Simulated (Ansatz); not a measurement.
## CH₄F₂OSi₂: geometry relaxation (part 2 of 2)

The same run, continued: CH₄F₂OSi₂, SMILES O=C[Si](F)(F)[SiH3]; RKS CAM-B3LYP/STO-3G (Ansatz 0.2.0). It belongs to a series of runs on one base structure; here: start relaxed.

Geometry of the input (Å):
```
O  1.2918  -1.7812  -0.8843
C  0.7670  -0.8056  -1.5322
Si -0.2528  0.5264  -0.6890
F  -1.6146  0.5959  -1.3350
F  0.4823  1.9431  -0.9557
Si -0.3555  0.1063  1.5769
H  0.9223  -0.6860  -2.6146
H  -1.0006  -1.1851  1.8615
H  0.9870  0.0875  2.2770
H  -1.1439  1.1476  2.2984
```

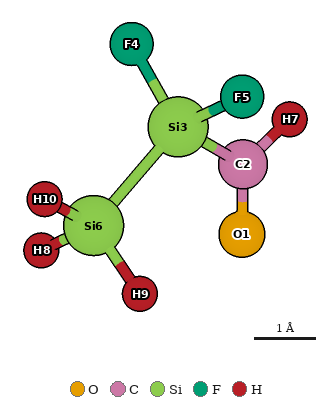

The geometry at step 4 of the log (ball-and-stick view, seen at a tilt; atoms are numbered from 1 in the order of the input).

The program's output, continued
```
relax step   8: F+E_penalty+E_count = -24030.92264822 eV  Δ(F+E_penalty+E_count) = -3.694e-3 eV  max|allowed force component| = 2.451e-2 eV/Å  Δτ_max = 0.0241 Å  (31 SCF iters, accepted)
these checks for a lower state are left out or cut short: starts, cluster_reference, orbital_swaps, neighbouring_geometries, increment
587 factors; integrals over basis functions are off by at most 8.9e-6 eV
223 factors; integrals over basis functions are off by at most 4.9e-7 eV
mean field -24030.92275035 eV, -883.1201223309 hartree, gradient 8.6e-6 eV, S^2 0.000000; 0 other end points of the search recorded, 0 dependent functions left out
the calculation of the forces begins
reference -24030.92283554 eV, -883.1201254617 hartree; 32, 32 occupied and 10, 10 virtual orbitals, 587 factors
relax step   9: F+E_penalty+E_count = -24030.92275035 eV  Δ(F+E_penalty+E_count) = -1.021e-4 eV  max|allowed force component| = 2.259e-2 eV/Å  Δτ_max = 0.0138 Å  (32 SCF iters, accepted)
these checks for a lower state are left out or cut short: starts, cluster_reference, orbital_swaps, neighbouring_geometries, increment
587 factors; integrals over basis functions are off by at most 8.9e-6 eV
223 factors; integrals over basis functions are off by at most 4.9e-7 eV
mean field -24030.92277077 eV, -883.1201230812 hartree, gradient 1.4e-5 eV, S^2 0.000000; 0 other end points of the search recorded, 0 dependent functions left out
the calculation of the forces begins
reference -24030.92285592 eV, -883.1201262105 hartree; 32, 32 occupied and 10, 10 virtual orbitals, 587 factors
relax step  10: F+E_penalty+E_count = -24030.92277077 eV  Δ(F+E_penalty+E_count) = -2.042e-5 eV  max|allowed force component| = 6.405e-3 eV/Å  Δτ_max = 0.0057 Å  (24 SCF iters, accepted)
587 factors; integrals over basis functions are off by at most 8.9e-6 eV
223 factors; integrals over basis functions are off by at most 4.9e-7 eV
mean field -24030.92277077 eV, -883.1201230812 hartree, gradient 1.4e-5 eV, S^2 0.000000; 1 other end points of the search recorded, 0 dependent functions left out
the calculation of the forces begins
reference -24030.92285592 eV, -883.1201262105 hartree; 32, 32 occupied and 10, 10 virtual orbitals, 587 factors
Total energy: -24030.92285592 eV, -883.1201262105 hartree
Atom 0 at     1.313064    -1.823337    -0.938261 Å, force    -0.002807     0.006405    -0.002856 eV/Å
Atom 1 at     0.804346    -0.829304    -1.503904 Å, force    -0.001179     0.000399     0.004118 eV/Å
Atom 2 at    -0.221505     0.530477    -0.607023 Å, force     0.000984    -0.000885     0.000549 eV/Å
Atom 3 at    -1.683850     0.605178    -1.339208 Å, force     0.003017    -0.000952    -0.000191 eV/Å
Atom 4 at     0.472747     1.973167    -0.948592 Å, force    -0.000339    -0.003491    -0.000548 eV/Å
Atom 5 at    -0.363861     0.118774     1.617541 Å, force    -0.000300     0.000256     0.000761 eV/Å
Atom 6 at     0.943316    -0.699948    -2.614226 Å, force     0.000955    -0.001768    -0.002318 eV/Å
Atom 7 at    -1.001389    -1.149391     1.849758 Å, force    -0.000150     0.000219    -0.000159 eV/Å
Atom 8 at     0.949586     0.085000     2.202653 Å, force    -0.000271     0.000104    -0.000014 eV/Å
Atom 9 at    -1.129455     1.138284     2.284261 Å, force     0.000091    -0.000287     0.000658 eV/Å
Dipole moment:    -0.087642     0.128676     0.055416 e Å
```

Trajectory as extended XYZ (Å, eV, eV/Å), 10 frames, from step=1 to step=10
```
10
Properties=species:S:1:pos:R:3:forces:R:3 step=1 energy=-24030.33807
O     1.2918   -1.7812   -0.8843   -0.8128   1.5799  -1.4227
C     0.7670   -0.8056   -1.5322    1.0176  -1.9374   1.8207
Si   -0.2528    0.5264   -0.6890    4.7215  -0.3623   3.8563
F    -1.6146    0.5959   -1.3350   -5.3400   0.3730  -2.6032
F     0.4823    1.9431   -0.9557    0.1912   0.5630  -0.2547
Si   -0.3555    0.1063    1.5769    0.4282   0.2025   1.4241
H     0.9223   -0.6860   -2.6146    0.3073  -0.2653  -0.8452
H    -1.0006   -1.1851    1.8615    0.3312   0.6862  -0.2355
H     0.9870    0.0875    2.2770   -1.4200   0.0041  -1.0200
H    -1.1439    1.1476    2.2984    0.5757  -0.8436  -0.7199
10
Properties=species:S:1:pos:R:3:forces:R:3 step=2 energy=-24030.78040
O     1.3098   -1.7748   -0.8818   -0.0029   0.2773  -0.2011
C     0.8045   -0.7958   -1.4877    0.0118  -0.7082   0.1198
Si   -0.2231    0.5515   -0.6176    2.4819  -0.2644   1.6315
F    -1.6371    0.6052   -1.2764   -2.7836   0.2065  -1.4899
F     0.4982    1.9719   -0.9473    0.0434   0.3430  -0.0609
Si   -0.3711    0.1040    1.6000    0.1048   0.0286  -0.1373
H     0.8974   -0.7420   -2.6057    0.1112   0.0666  -0.0897
H    -1.0016   -1.1712    1.8337    0.0671   0.0731  -0.0218
H     0.9663    0.0795    2.1374   -0.1585   0.0259   0.1532
H    -1.1602    1.1204    2.2484    0.1246  -0.0483   0.0961
10
Properties=species:S:1:pos:R:3:forces:R:3 step=3 energy=-24030.87073
O     1.3325   -1.7829   -0.9028   -0.2908  -0.1313   0.0677
C     0.7438   -0.8527   -1.5007    0.9380   0.3295  -0.4686
Si   -0.2606    0.5320   -0.6173    0.3754  -0.2095   0.1776
F    -1.7078    0.6299   -1.3476   -0.3820   0.1252  -0.1348
F     0.4947    1.9482   -0.9337   -0.0493   0.0241  -0.1248
Si   -0.3538    0.1226    1.6079   -0.2167  -0.1086  -0.1763
H     0.9829   -0.7090   -2.6100   -0.4612  -0.0726   0.4526
H    -0.9809   -1.1475    1.8236   -0.0679  -0.1260   0.0680
H     0.9483    0.0873    2.1922    0.2926   0.0030   0.0442
H    -1.1161    1.1211    2.2915   -0.1380   0.1661   0.0945
10
Properties=species:S:1:pos:R:3:forces:R:3 step=4 energy=-24030.90001
O     1.3538   -1.7950   -0.9133    0.1210  -0.4956   0.1164
C     0.7801   -0.8536   -1.4920   -0.0199   0.8288  -0.3114
Si   -0.2428    0.5196   -0.6111    0.0774  -0.1056   0.1309
F    -1.6988    0.6559   -1.3319   -0.2053  -0.0544  -0.1056
F     0.4985    1.9292   -0.9815    0.0594   0.0901   0.0317
Si   -0.3726    0.1139    1.6140   -0.0404   0.0144  -0.1546
H     0.9449   -0.6758   -2.5976   -0.0436  -0.2859   0.1093
H    -0.9949   -1.1565    1.8517   -0.0466  -0.0874   0.0149
H     0.9448    0.0881    2.1714    0.1803  -0.0097   0.1048
H    -1.1303    1.1230    2.2935   -0.0823   0.1052   0.0635
10
Properties=species:S:1:pos:R:3:forces:R:3 step=5 energy=-24030.90990
O     1.3173   -1.8234   -0.9329   -0.0318   0.2968  -0.0571
C     0.8166   -0.8216   -1.4985   -0.1835  -0.4132  -0.2865
Si   -0.2396    0.5256   -0.6107    0.2077   0.1779  -0.0564
F    -1.6913    0.6274   -1.3684    0.1378  -0.0733   0.0970
F     0.4799    1.9631   -0.9288   -0.0635   0.0017  -0.0221
Si   -0.3633    0.1233    1.6169   -0.1062  -0.0874  -0.0185
H     0.9316   -0.7205   -2.6247    0.0298   0.0838   0.3523
H    -0.9852   -1.1511    1.8468   -0.0285  -0.0389   0.0300
H     0.9468    0.0979    2.2031    0.0930   0.0002  -0.0261
H    -1.1296    1.1281    2.3002   -0.0549   0.0523  -0.0126
10
Properties=species:S:1:pos:R:3:forces:R:3 step=6 energy=-24030.90714 accepted=F
O     1.4416   -1.7576   -0.9608   -0.2639   0.4570  -0.4224
C     0.8056   -0.8286   -1.5242    0.1850  -0.3739   0.2853
Si   -0.1771    0.5386   -0.5904   -0.3187  -0.1459  -0.2605
F    -1.6383    0.5934   -1.3516    0.3245   0.1197   0.2016
F     0.5326    1.9790   -0.8957   -0.0204   0.0740  -0.0707
Si   -0.3660    0.1225    1.6260   -0.0737   0.0293   0.0266
H     0.7448   -0.7853   -2.6538    0.1269  -0.0924   0.2099
H    -1.0088   -1.1462    1.8238   -0.0116  -0.0621   0.0352
H     0.9173    0.0981    2.2714    0.0503  -0.0067  -0.0173
H    -1.1687    1.1351    2.2584    0.0017   0.0011   0.0124
10
Properties=species:S:1:pos:R:3:forces:R:3 step=7 energy=-24030.91895
O     1.2958   -1.8214   -0.9181   -0.0080  -0.0358  -0.0344
C     0.7996   -0.8284   -1.4960    0.0612   0.1099   0.0060
Si   -0.2199    0.5413   -0.6090   -0.1084  -0.1129  -0.0138
F    -1.6842    0.6092   -1.3366   -0.0149   0.0285  -0.0322
F     0.4727    1.9824   -0.9608   -0.0004  -0.0224   0.0393
Si   -0.3698    0.1080    1.6109    0.0728   0.0880   0.0031
H     0.9598   -0.6949   -2.6034   -0.0063  -0.0548   0.0096
H    -0.9987   -1.1610    1.8646    0.0015   0.0137  -0.0605
H     0.9546    0.0828    2.1694   -0.0001  -0.0077   0.0638
H    -1.1270    1.1309    2.2819    0.0026  -0.0063   0.0191
10
Properties=species:S:1:pos:R:3:forces:R:3 step=8 energy=-24030.92265
O     1.2988   -1.8260   -0.9279   -0.0093   0.0245  -0.0212
C     0.8034   -0.8282   -1.4995    0.0121  -0.0206   0.0100
Si   -0.2244    0.5337   -0.6090   -0.0001   0.0066   0.0048
F    -1.6868    0.6062   -1.3408   -0.0051  -0.0038  -0.0035
F     0.4666    1.9775   -0.9525    0.0040  -0.0070   0.0007
Si   -0.3623    0.1183    1.6150    0.0016  -0.0002  -0.0087
H     0.9572   -0.6989   -2.6081   -0.0017  -0.0013   0.0065
H    -0.9975   -1.1516    1.8439   -0.0021   0.0022   0.0044
H     0.9538    0.0829    2.1936    0.0010   0.0006   0.0073
H    -1.1257    1.1351    2.2884   -0.0004  -0.0010  -0.0002
10
Properties=species:S:1:pos:R:3:forces:R:3 step=9 energy=-24030.92275
O     1.3083   -1.8252   -0.9379    0.0083  -0.0142   0.0065
C     0.8045   -0.8294   -1.5041   -0.0130   0.0226  -0.0038
Si   -0.2221    0.5306   -0.6074    0.0027  -0.0041  -0.0039
F    -1.6850    0.6050   -1.3384    0.0028  -0.0026  -0.0011
F     0.4707    1.9739   -0.9488    0.0022  -0.0032  -0.0015
Si   -0.3632    0.1186    1.6172   -0.0011   0.0008   0.0025
H     0.9488   -0.6986   -2.6137   -0.0017   0.0008   0.0019
H    -1.0007   -1.1495    1.8502    0.0005   0.0008  -0.0010
H     0.9503    0.0853    2.2023   -0.0006  -0.0003  -0.0013
H    -1.1287    1.1383    2.2837   -0.0001  -0.0005   0.0014
10
Properties=species:S:1:pos:R:3:forces:R:3 step=10 energy=-24030.92277
O     1.3131   -1.8233   -0.9383   -0.0028   0.0064  -0.0029
C     0.8043   -0.8293   -1.5039   -0.0012   0.0004   0.0041
Si   -0.2215    0.5305   -0.6070    0.0010  -0.0009   0.0005
F    -1.6839    0.6052   -1.3392    0.0030  -0.0010  -0.0002
F     0.4727    1.9732   -0.9486   -0.0003  -0.0035  -0.0005
Si   -0.3639    0.1188    1.6175   -0.0003   0.0003   0.0008
H     0.9433   -0.6999   -2.6142    0.0010  -0.0018  -0.0023
H    -1.0014   -1.1494    1.8498   -0.0001   0.0002  -0.0002
H     0.9496    0.0850    2.2027   -0.0003   0.0001   0.0000
H    -1.1295    1.1383    2.2843    0.0001  -0.0003   0.0007
```

Results in brief

```json
{"quantity": "outcome", "value": "converged"}
{"quantity": "total energy", "value": "−24030.9229 eV"}
{"quantity": "mean-field energy", "value": "−24030.9229 eV"}
{"quantity": "largest force (length of the vector) at the end", "value": "0.008 eV/Å"}
{"quantity": "hardware", "value": "1 thread of Intel Xeon (Granite Rapids), 64 GiB of memory available, shared host"}
{"quantity": "wall time", "value": "23 s"}
{"quantity": "peak memory", "value": "0.17 GiB"}
```
